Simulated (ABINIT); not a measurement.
# MgInBr3 (Pm-3m): Raman and infrared activity, part 2 of 3

Which lines does MgInBr3 (Pm-3m) show in Raman and infrared spectra?

ABINIT 10.8.3; DFT LDA, scalar-relativistic, plane waves, HGH norm-conserving pseudopotentials.

So far. Step 4 (Relaxation): The volume changes by -0.1 % in this run and stands -6.6 % from the first cell. Step 5 (Self-consistent run for the response): The cell stands at -0.25 GPa: the relaxation ran with a smoothed and higher cutoff and on another k mesh. The relaxed cell has a = 5.135 Å (conventional setting).

The structure was built from a prototype and need not be the compound's stable phase.

## 7. Zone-centre response

The derivative of the wavefunctions by k comes first, since the response to a field is built on it; then the field and the displacements that symmetry doesn't supply are solved at q = 0. By the 2n+1 theorem the first-order wavefunctions also give third derivatives: Raman tensors and the non-linear susceptibility.

It reads the wavefunctions written in step 5.

dfpt_gamma.abi reads:

```
ndtset 3

# common to the responses
getwfk_filepath "gso_WFK"
kptopt 2
nqpt 1
qpt 0.0 0.0 0.0
asr 0
chneut 0

# d/dk
rfelfd1 2
rfdir1 1 1 1
iscf1 -3
tolwfr1 1.0d-20

# displacements, field
rfphon2 1
rfatpol2 1 5
rfdir2 1 1 1
rfelfd2 3
getddk2 1
tolvrs2 1.0d-10
prepanl2 1
prtden2 1

# third order
optdriver3 5
getden_filepath3 "gso_DEN"
get1den3 2
get1wf3 2
getddk3 1
d3e_pert1_elfd3 1
d3e_pert1_phon3 1
d3e_pert1_atpol3 1 5
d3e_pert1_dir3 1 1 1
d3e_pert2_elfd3 1
d3e_pert2_dir3 1 1 1
d3e_pert3_elfd3 1
d3e_pert3_dir3 1 1 1
usepead3 1
tolvrs3 1.0d-10

# basis, mesh and filling
ecut 30.0
ixc 7
ngkpt 4 4 4
nshiftk 1
shiftk 0.5 0.5 0.5
istwfk *1
occopt 1
nband 13
nstep 100
diemac 9.0
prtebands 0
prtgsr 0

# cell and atoms
acell 9.704068144 9.704068144 9.704068144
rprim 
    1.0 0.0 0.0
    0.0 1.0 0.0
    0.0 0.0 1.0
ntypat 3
znucl 49 12 35
natom 5
typat 1 2 3 3 3
xred 
    0.0 0.0 0.0
    0.5 0.5 0.5
    0.5 0.5 0.0
    0.5 0.0 0.5
    0.0 0.5 0.5
pp_dirpath "./pseudo"
pseudos "In.hgh, Mg.hgh, Br.hgh"
```

On the command line:

```
$ OMP_NUM_THREADS=1 mpirun -n 4 abinit dfpt_gamma.abi > dfpt_gamma.log
```

Numbers of over 12 decimals in the logs are rounded to 6 here.

dfpt_gamma.abo, the main output file:

```text
[banners, grids, parts of the stress and lines that vanish by symmetry left out]
- input  file    -> dfpt_gamma.abi
- output file    -> dfpt_gamma.abo
- root for input  files -> dfpt_gammai
[...]
DATASET    1 : space group Pm -3 m (#221); Bravais cP (primitive cubic)
[...]
nfft =      110592          nkpt =          32
[...]
DATASET    2 : space group Pm -3 m (#221); Bravais cP (primitive cubic)
[...]
nfft =      110592          nkpt =          32
[...]
DATASET    3 : space group Pm -3 m (#221); Bravais cP (primitive cubic)
[...]
mpw =        7184          nfft =      110592          nkpt =          32
[...]
== DATASET  1 ==================================================================
[...]
cutoff_energies: {ecut:  30.0, pawecutdg:  -1.0, }
[...]
Exchange-correlation functional for the present dataset will be:
  LDA: Perdew-Wang 92 LSD fit to Ceperley-Alder data - ixc=7
[...]
- 35.00000   7.00000     10605                znucl, zion, pspdat
[...]
Perturbation : derivative vs k along direction   1
[...]
-ETOT  1  -11.290845390166     -1.129E+01 9.474E-03 0.000E+00
 ETOT  2  -11.297812837736     -6.967E-03 5.420E-05 0.000E+00
 ETOT  3  -11.297828840847     -1.600E-05 2.945E-07 0.000E+00
 ETOT  4  -11.297828910565     -6.972E-08 1.073E-09 0.000E+00
 ETOT  5  -11.297828910933     -3.687E-10 8.819E-12 0.000E+00
[...]
At SCF step   10   max residual=  9.82E-21 < tolwfr=  1.00E-20 =>converged.
[...]
Perturbation : derivative vs k along direction   2
[...]
-ETOT  1  -11.290724903511     -1.129E+01 9.267E-03 0.000E+00
[...]
At SCF step   10   max residual=  9.81E-21 < tolwfr=  1.00E-20 =>converged.
[...]
Perturbation : derivative vs k along direction   3
[...]
-ETOT  1  -11.290845412537     -1.129E+01 9.473E-03 0.000E+00
[...]
At SCF step   10   max residual=  9.82E-21 < tolwfr=  1.00E-20 =>converged.
[...]
1        1       1.5624563395   -0.0000000000
     1        2       0.0000000000    0.0000000000
     1        3       0.0000000000    0.0000000000
     2        1       0.0000000000    0.0000000000
     2        2       1.5624563395   -0.0000000000
     2        3       0.0000000000    0.0000000000
     3        1       0.0000000000    0.0000000000
     3        2       0.0000000000    0.0000000000
     3        3       1.5624563394    0.0000000000
[...]
== DATASET  2 ==================================================================
[...]
cutoff_energies: {ecut:  30.0, pawecutdg:  -1.0, }
[...]
Exchange-correlation functional for the present dataset will be:
  LDA: Perdew-Wang 92 LSD fit to Ceperley-Alder data - ixc=7
[...]
Perturbation : displacement of atom   1   along direction   1
[...]
-ETOT  1   13.186622230044     -4.255E+01 9.634E-02 6.444E+04
[...]
At SCF step   10       vres2   =  3.89E-12 < tolvrs=  1.00E-10 =>converged.
[...]
Perturbation : displacement of atom   2   along direction   1
[...]
-ETOT  1   16.039199326390     -4.587E+00 1.678E-02 5.353E+04
[...]
At SCF step   10       vres2   =  6.33E-12 < tolvrs=  1.00E-10 =>converged.
[...]
Perturbation : displacement of atom   3   along direction   1
[...]
-ETOT  1   435.55089345689     -4.061E+02 1.004E+00 1.664E+06
[...]
At SCF step   11       vres2   =  3.74E-12 < tolvrs=  1.00E-10 =>converged.
[...]
Perturbation : displacement of atom   3   along direction   3
[...]
-ETOT  1   558.85991618930     -2.969E+02 1.743E+00 2.050E+06
[...]
At SCF step   11       vres2   =  9.18E-12 < tolvrs=  1.00E-10 =>converged.
[...]
Perturbation : homogeneous electric field along direction   1
[...]
-ETOT  1  -111.78823927585     -1.118E+02 2.396E-01 1.659E+04
[...]
At SCF step   10       vres2   =  1.24E-11 < tolvrs=  1.00E-10 =>converged.
[...]
Perturbation : homogeneous electric field along direction   2
[...]
-ETOT  1  -111.78039532132     -1.118E+02 1.858E-01 1.659E+04
[...]
At SCF step   10       vres2   =  4.19E-12 < tolvrs=  1.00E-10 =>converged.
[...]
Perturbation : homogeneous electric field along direction   3
[...]
-ETOT  1  -111.78823963028     -1.118E+02 2.396E-01 1.659E+04
[...]
ETOT  9  -120.77486125447     -2.345E-12 2.631E-15 2.600E-10
 ETOT 10  -120.77486125447     -5.542E-13 3.941E-17 1.237E-11
 At SCF step   10       vres2   =  1.24E-11 < tolvrs=  1.00E-10 =>converged.
[...]
Dielectric tensor, in cartesian coordinates,
[...]
1    7   1    7         4.9616201945        -0.0000000000
   1    7   2    7        -0.0000000000        -0.0000000000
   1    7   3    7        -0.0000000000        -0.0000000000
   2    7   1    7        -0.0000000000        -0.0000000000
   2    7   2    7         4.9616201945        -0.0000000000
   2    7   3    7        -0.0000000000        -0.0000000000
   3    7   1    7        -0.0000000000        -0.0000000000
   3    7   2    7        -0.0000000000        -0.0000000000
   3    7   3    7         4.9616201945        -0.0000000000
  Effective charges, in cartesian coordinates,
[...]
1    1   1    7         2.2279641893         0.0000000000
   2    1   1    7         0.0000000000         0.0000000000
   3    1   1    7         0.0000000000         0.0000000000
   1    2   1    7         2.3743881370         0.0000000000
   2    2   1    7         0.0000000000         0.0000000000
[...]
Effective charges, in cartesian coordinates,
[...]
2    7   1    5         0.0000000000         0.0000000000
   3    7   1    5         0.0000000000         0.0000000000
   1    7   2    5         0.0000000000         0.0000000000
   2    7   2    5        -1.3043838053         0.0000000000
   3    7   2    5         0.0000000000         0.0000000000
   1    7   3    5         0.0000000000         0.0000000000
   2    7   3    5         0.0000000000         0.0000000000
   3    7   3    5        -1.3043838053         0.0000000000
  Phonon wavevector (reduced coordinates) :  0.00000  0.00000  0.00000
 Phonon energies in Hartree :
[...]
Phonon frequencies in cm-1    :
- -3.973952E+01 -3.973952E+01 -3.973952E+01  7.031020E-01  7.031022E-01
-  7.031027E-01  4.508012E+01  4.508012E+01  4.508012E+01  7.703885E+01
-  7.703885E+01  7.703885E+01  2.418457E+02  2.418457E+02  2.418457E+02
  Phonon at Gamma, with non-analyticity in the
[...]
Phonon energies in Hartree :
[...]
Phonon frequencies in cm-1    :
- -3.973952E+01 -3.973952E+01  7.007862E-01  7.031020E-01  7.031022E-01
-  4.055985E+01  4.508012E+01  4.508012E+01  4.508012E+01  7.703885E+01
-  7.703885E+01  9.853263E+01  2.418457E+02  2.418457E+02  2.800454E+02
  Phonon at Gamma, with non-analyticity in the
[...]
Phonon energies in Hartree :
[...]
Phonon frequencies in cm-1    :
- -3.973952E+01 -3.973952E+01  7.007857E-01  7.031020E-01  7.031027E-01
-  4.055985E+01  4.508012E+01  4.508012E+01  4.508012E+01  7.703885E+01
-  7.703885E+01  9.853263E+01  2.418457E+02  2.418457E+02  2.800454E+02
  Phonon at Gamma, with non-analyticity in the
[...]
Phonon energies in Hartree :
[...]
Phonon frequencies in cm-1    :
- -3.973952E+01 -3.973952E+01  7.007855E-01  7.031022E-01  7.031027E-01
-  4.055985E+01  4.508012E+01  4.508012E+01  4.508012E+01  7.703885E+01
-  7.703885E+01  9.853263E+01  2.418457E+02  2.418457E+02  2.800454E+02
[...]
== DATASET  3 ==================================================================
[...]
cutoff_energies: {ecut:  30.0, pawecutdg:  -1.0, }
[...]
Exchange-correlation functional for the present dataset will be:
  LDA: Perdew-Wang 92 LSD fit to Ceperley-Alder data - ixc=7
[...]
1          1       -0.000000000       -0.000000000       -0.000000000
[...]
1          2       -0.000000000       -0.000000000       -0.000000000
[...]
1          3       -0.000000000       -0.000000000       -0.000000000
[...]
2          1       -0.000000000       -0.000000000       -0.000000000
[...]
2          2       -0.000000000       -0.000000000       -0.000000000
[...]
2          3       -0.000000000       -0.000000000       -0.000000000
[...]
3          1       -0.000000000       -0.000000000       -0.000000000
[...]
3          2       -0.000000000       -0.000000000       -0.000000000
[...]
3          3       -0.000000000       -0.000000000       -0.000000000
[...]
4          1       -0.000000000       -0.000000000       -0.000000000
[...]
4          2       -0.000000000       -0.000000000       -0.000000000
[...]
4          3       -0.000000000       -0.000000000       -0.000000000
[...]
5          1       -0.000000000       -0.000000000       -0.000000000
[...]
5          2       -0.000000000       -0.000000000       -0.000000000
[...]
5          3       -0.000000000       -0.000000000       -0.000000000
[...]
strten2     0.0000000000E+00  0.0000000000E+00  0.0000000000E+00
           strten3     0.0000000000E+00  0.0000000000E+00  0.0000000000E+00
================================================================================
```

Elapsed: 3.5 min, on 4 MPI ranks of Arm Neoverse V1, shared host; 14 min of CPU time.

This step gave:

* miss of the charge sum rule: 0.004991 e
* largest acoustic frequency at the zone centre before the sum rule: 0.7 cm⁻¹
* highest optical zone-centre mode (no LO-TO term): 241.8 cm⁻¹
* lowest optical zone-centre mode: -39.74 cm⁻¹
* mean high-frequency dielectric constant: 4.962
* largest Born charge in size (third of the trace): 2.374 e

Born charge (rows field, columns displacement), before the sum rule (e), principal values of the symmetric part by kind of site:

| atom | atoms with these values | low | middle | high | mean |
| --- | --- | --- | --- | --- | --- |
| In1 | 1 | 2.23 | 2.23 | 2.23 | 2.23 |
| Mg2 | 1 | 2.37 | 2.37 | 2.37 | 2.37 |
| Br3 | 3 | -2.00 | -1.30 | -1.30 | -1.54 |

In full for In1:

```
2.23 0.00 0.00
0.00 2.23 0.00
0.00 0.00 2.23
```

High-frequency dielectric tensor:

```
4.96 0.00 0.00
0.00 4.96 0.00
0.00 0.00 4.96
```

The acoustic modes at Γ come out as far as 0.7 cm⁻¹ from zero, where they should vanish, a small numerical error; the Born charges miss their sum rule by 0.0050 e, which is good. The lowest optical mode is imaginary, 40i cm⁻¹, an instability at this level and on this k mesh.

## 8. Modes with the sum rule

anaddb reads the merged derivatives, imposes the acoustic sum rule and charge neutrality, and adds the LO-TO term along chosen directions.

anaddb.abi reads:

```
ddb_filepath "gamma_DDB"
output_file "anaddb.abo"
outdata_prefix "anaddb"
asr 1
chneut 1
enunit 2
eivec 1
nph1l 1
qph1l 0.0 0.0 0.0 1.0
dieflag 2
nph2l 3
qph2l 
    1.0 0.0 0.0 0.0
    0.0 0.0 1.0 0.0
    1.0 1.0 1.0 0.0
nlflag 1
ramansr 1
alphon 1
prtmbm 1
```

mrgddb.in reads:

```
gamma_DDB
merged
3
dfpt_gammao_DS2_DDB
dfpt_gammao_DS3_DDB
gso_DDB
```

On the command line:

```
$ mrgddb < mrgddb.in > mrgddb.log
$ OMP_NUM_THREADS=1 anaddb anaddb.abi > anaddb.log
```

anaddb.abo, the main output file:

```text
[banners, grids, parts of the stress and lines that vanish by symmetry left out]
-outvars_anaddb: echo values of input variables ----------------------

 Flags :
[...]
Dielectric Tensor and Effective Charges
[...]
Effective charge tensors after
[...]
1          1       -0.000000000       -0.000000000       -0.000000000
[...]
1          2       -0.000000000       -0.000000000       -0.000000000
[...]
1          3       -0.000000000       -0.000000000       -0.000000000
[...]
2          1       -0.000000000       -0.000000000       -0.000000000
[...]
2          2       -0.000000000       -0.000000000       -0.000000000
[...]
2          3       -0.000000000       -0.000000000       -0.000000000
[...]
3          1       -0.000000000       -0.000000000       -0.000000000
[...]
3          2       -0.000000000       -0.000000000       -0.000000000
[...]
3          3       -0.000000000       -0.000000000       -0.000000000
[...]
4          1       -0.000000000       -0.000000000       -0.000000000
[...]
4          2       -0.000000000       -0.000000000       -0.000000000
[...]
4          3       -0.000000000       -0.000000000       -0.000000000
[...]
5          1       -0.000000000       -0.000000000       -0.000000000
[...]
5          2       -0.000000000       -0.000000000       -0.000000000
[...]
5          3       -0.000000000       -0.000000000       -0.000000000
[...]
Phonon wavevector (reduced coordinates) :  0.00000  0.00000  0.00000
 Phonon energies in Hartree :
[...]
Phonon energies in meV     :
- -4.927451E+00 -4.927451E+00 -4.927451E+00  0.000000E+00  0.000000E+00
-  0.000000E+00  5.588198E+00  5.588198E+00  5.588198E+00  9.551154E+00
-  9.551154E+00  9.551154E+00  2.998496E+01  2.998496E+01  2.998496E+01
 Phonon frequencies in cm-1    :
- -3.974257E+01 -3.974257E+01 -3.974257E+01  0.000000E+00  0.000000E+00
-  0.000000E+00  4.507185E+01  4.507185E+01  4.507185E+01  7.703525E+01
-  7.703525E+01  7.703525E+01  2.418450E+02  2.418450E+02  2.418450E+02
 Phonon frequencies in Thz     :
- -1.191452E+00 -1.191452E+00 -1.191452E+00  0.000000E+00  0.000000E+00
-  0.000000E+00  1.351220E+00  1.351220E+00  1.351220E+00  2.309459E+00
-  2.309459E+00  2.309459E+00  7.250330E+00  7.250330E+00  7.250330E+00
 Phonon energies in Kelvin  :
- -5.718069E+01 -5.718069E+01 -5.718069E+01  0.000000E+00  0.000000E+00
-  0.000000E+00  6.484834E+01  6.484834E+01  6.484834E+01  1.108365E+02
-  1.108365E+02  1.108365E+02  3.479610E+02  3.479610E+02  3.479610E+02
[...]
-  1  0.00000000E+00  0.00000000E+00 -1.78948638E-03
-     0.00000000E+00  0.00000000E+00  0.00000000E+00
-  2  0.00000000E+00  0.00000000E+00  2.63332245E-04
-     0.00000000E+00  0.00000000E+00  0.00000000E+00
-  3  0.00000000E+00  0.00000000E+00  4.89970737E-04
-     0.00000000E+00  0.00000000E+00  0.00000000E+00
-  4  0.00000000E+00  0.00000000E+00  1.00068865E-03
-     0.00000000E+00  0.00000000E+00  0.00000000E+00
-  5  0.00000000E+00  0.00000000E+00  1.00068865E-03
-     0.00000000E+00  0.00000000E+00  0.00000000E+00
[...]
-  1  0.00000000E+00  1.78948638E-03  0.00000000E+00
-     0.00000000E+00  0.00000000E+00  0.00000000E+00
-  2  0.00000000E+00 -2.63332245E-04  0.00000000E+00
-     0.00000000E+00  0.00000000E+00  0.00000000E+00
-  3  0.00000000E+00 -1.00068865E-03  0.00000000E+00
-     0.00000000E+00  0.00000000E+00  0.00000000E+00
-  4  0.00000000E+00 -4.89970737E-04  0.00000000E+00
-     0.00000000E+00  0.00000000E+00  0.00000000E+00
-  5  0.00000000E+00 -1.00068865E-03  0.00000000E+00
-     0.00000000E+00  0.00000000E+00  0.00000000E+00
[...]
-  1  1.78948638E-03  0.00000000E+00  0.00000000E+00
-     0.00000000E+00  0.00000000E+00  0.00000000E+00
-  2 -2.63332246E-04  0.00000000E+00  0.00000000E+00
-     0.00000000E+00  0.00000000E+00  0.00000000E+00
-  3 -1.00068865E-03  0.00000000E+00  0.00000000E+00
-     0.00000000E+00  0.00000000E+00  0.00000000E+00
-  4 -1.00068865E-03  0.00000000E+00  0.00000000E+00
-     0.00000000E+00  0.00000000E+00  0.00000000E+00
[...]
-  4 -2.24009374E-04  0.00000000E+00  0.00000000E+00
[...]
-  5  1.57607268E-03  0.00000000E+00  0.00000000E+00
[...]
-         0.000000000       0.000000000       0.000000000
-         0.000000000       0.000000000       0.000000000
-         0.000000000       0.000000000       0.000000000
[...]
-         0.000000000       0.000000000       0.000000000
-         0.000000000       0.000000000       0.000000000
-         0.000000000       0.000000000       0.000000000
[...]
Phonon at Gamma, with non-analyticity in the
[...]
Phonon energies in Hartree :
[...]
Phonon energies in meV     :
- -4.927451E+00 -4.927451E+00  0.000000E+00  0.000000E+00  0.000000E+00
-  5.026003E+00  5.588198E+00  5.588198E+00  5.588198E+00  9.551154E+00
-  9.551154E+00  1.221688E+01  2.998496E+01  2.998496E+01  3.472314E+01
 Phonon frequencies in cm-1    :
- -3.974257E+01 -3.974257E+01  0.000000E+00  0.000000E+00  0.000000E+00
[...]
Phonon frequencies in Thz     :
[...]
Phonon energies in Kelvin  :
[...]
-  1  0.00000000E+00  0.00000000E+00 -1.78948638E-03
[...]
-  2  0.00000000E+00  0.00000000E+00  2.63332245E-04
[...]
-  3  0.00000000E+00  0.00000000E+00  4.89970737E-04
[...]
-  4  0.00000000E+00  0.00000000E+00  1.00068865E-03
[...]
Phonon at Gamma, with non-analyticity in the
[...]
Phonon energies in Hartree :
[...]
Phonon energies in meV     :
[...]
Phonon frequencies in cm-1    :
[...]
Phonon frequencies in Thz     :
[...]
Phonon energies in Kelvin  :
[...]
Phonon at Gamma, with non-analyticity in the
[...]
Phonon energies in Hartree :
[...]
Phonon energies in meV     :
[...]
Phonon frequencies in cm-1    :
[...]
Phonon frequencies in Thz     :
[...]
Phonon energies in Kelvin  :
[...]
-  5.832434E+01  6.484834E+01  6.484834E+01  6.484834E+01  1.108365E+02
-  1.108365E+02  1.417710E+02  3.479610E+02  3.479610E+02  4.029453E+02
[...]
-  4 -1.81153921E-04 -7.91026672E-04  6.87242142E-05
[...]
-  5  1.27455267E-03  1.12429707E-04  6.87242142E-05
[...]
-         0.000000000       0.000000000       0.000000000
-         0.000000000       0.000000000       0.000000000
[...]
Spherical averages : G0=     0.000000000    G1=     0.000000000    G2=     0.000000000

-
```

Run time: 1.5 s. Hardware: 1 thread.

Numbers from this step:

```
highest mode moved by the LO-TO term : 280.1 cm⁻¹
```

No LO-TO term; unit eigenvectors of the mass-weighted matrix, from anaddb's displacements. Modes at Γ, with each element's share of the kinetic energy (negative means imaginary):

| mode | frequency (cm⁻¹) | symmetry | In % | Mg % | Br % |
| --- | --- | --- | --- | --- | --- |
| 1 | -39.7 | T1u | 67 | 0 | 33 |
| 2 | -39.7 | T1u | 67 | 0 | 33 |
| 3 | -39.7 | T1u | 67 | 0 | 33 |
| 4 | 0.0 | acoustic | 30 | 6 | 63 |
| 5 | 0.0 | acoustic | 30 | 6 | 63 |
| 6 | 0.0 | acoustic | 30 | 6 | 63 |
| 7 | 45.1 | T2u | 0 | 0 | 100 |
| 8 | 45.1 | T2u | 0 | 0 | 100 |
| 9 | 45.1 | T2u | 0 | 0 | 100 |
| 10 | 77.0 | T1u | 3 | 31 | 66 |
| 11 | 77.0 | T1u | 3 | 31 | 66 |
| 12 | 77.0 | T1u | 3 | 31 | 66 |
| 13 | 241.8 | T1u | 0 | 62 | 38 |
| 14 | 241.8 | T1u | 0 | 62 | 38 |
| 15 | 241.8 | T1u | 0 | 62 | 38 |

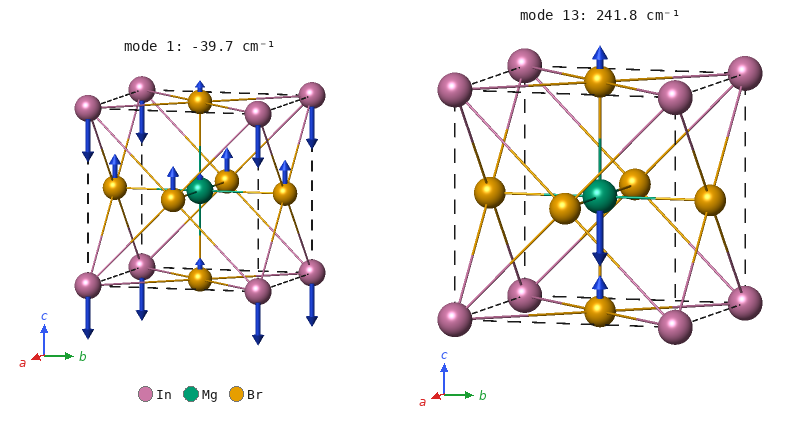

Displacement patterns of modes 1 and 13 at Γ; arrows are exaggerated. Some periodic images of atoms are drawn too.

With imaginary modes the relaxed-ion tensors have no meaning and are not tabulated.

The rule moves no optical mode by more than 0.1 cm⁻¹.

(Continued in part 3 of 3.)

[Host names and launcher messages were left out of these logs when they were recorded.]

[Logs are printed without paths, hosts, clocks, repeated set-up lines and the standing remarks that a program may print on its own settings, such as how far it seeks lower states.]

[Hosts, paths, dates, database ids (printed as entryN), source tags and the programs' standing remarks are cut or masked in the printed files.]
